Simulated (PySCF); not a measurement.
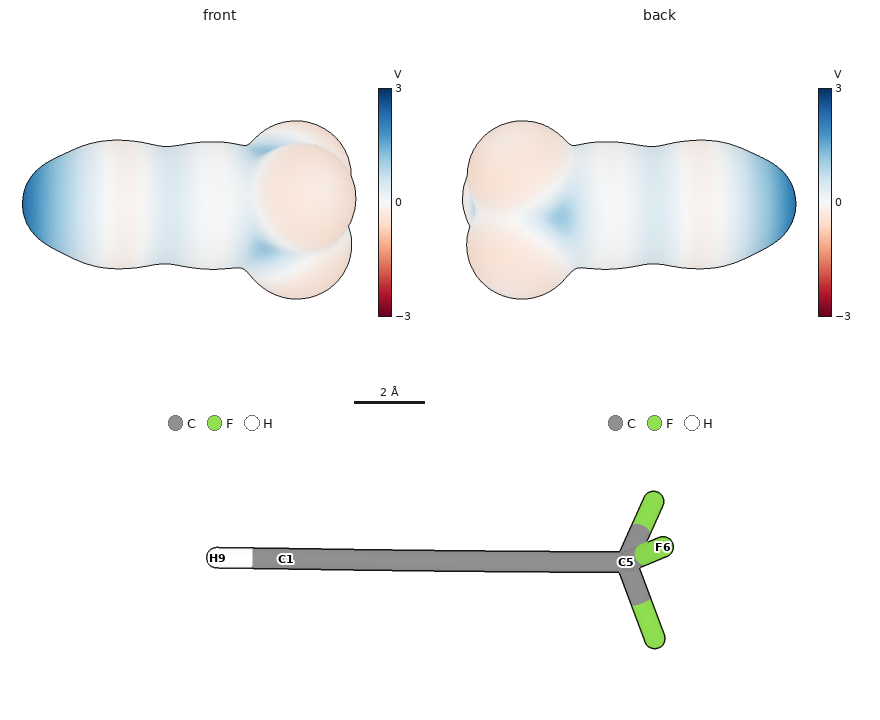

*C5HF3. The molecular electrostatic potential painted on the density surface at 0.002 e/bohr³, seen from the front and from behind; red is negative and blue positive. The bare structure is drawn below in the same view.*

Geometry: PBE0-D3(BJ)/def2-SVP.

Computed with CAM-B3LYP/def2-SVPD, SCF density, gas phase in PySCF 2.14.0.

```yaml
atoms:
  - { symbol: C, position_ang: [3.1922, -0.1025, -0.4496] }
  - { symbol: C, position_ang: [1.9912, -0.0595, -0.2671] }
  - { symbol: C, position_ang: [0.6376, -0.0163, -0.0598] }
  - { symbol: C, position_ang: [-0.5623, 0.0171, 0.1250] }
  - { symbol: C, position_ang: [-2.0107, 0.0598, 0.3568] }
  - { symbol: F, position_ang: [-2.3024, 0.8262, 1.4063] }
  - { symbol: F, position_ang: [-2.4930, -1.1590, 0.5938] }
  - { symbol: F, position_ang: [-2.6494, 0.5549, -0.7017] }
  - { symbol: H, position_ang: [4.2548, -0.1379, -0.6104] }
```

> Which sites attract a positive test charge, and which a negative one?

A positive charge is drawn to the negative regions and a negative charge to the positive ones. The most negative region (about −0.4 V) lies over F6, F7 and F8, the most positive (about +2.2 V) over H9.
